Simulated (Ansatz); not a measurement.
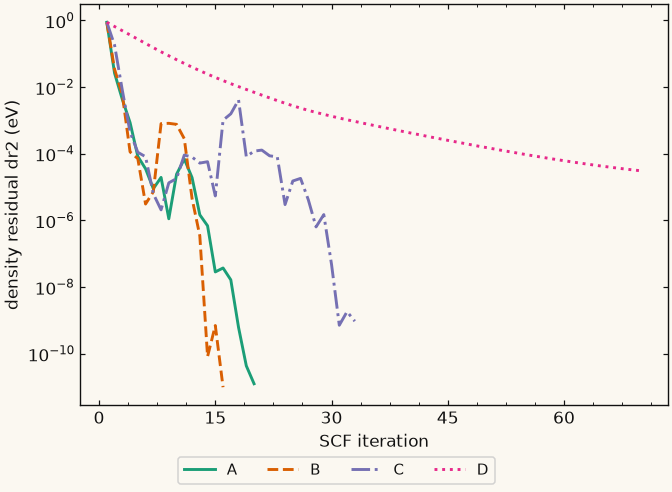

Several SCF runs on one cell, each with SCF settings of its own.
The run: V (Im-3m, 1 atom in the cell), by Ansatz, DFT, PBE, PAW, plane waves, scalar-relativistic; cutoff 420 eV, 11×11×11 k-mesh, Fermi–Dirac smearing of 0.05 eV, collinear spins.

Question: Match the curves to the settings.
1. Broyden, beta 0.4, magnetisation mixing 2.0
2. Anderson, beta 0.2, history 12, no preconditioner
3. linear mixing, beta 0.05, no preconditioner
4. default SCF settings

Answer: A is 1 (Broyden, beta 0.4, magnetisation mixing 2.0): it converged in 20 iterations.
B is 4 (default SCF settings): it converged in 16 iterations.
C is 2 (Anderson, beta 0.2, history 12, no preconditioner): it converged in 33 iterations.
D is 3 (linear mixing, beta 0.05, no preconditioner): it stopped unconverged after 70 (slow but unfinished convergence).
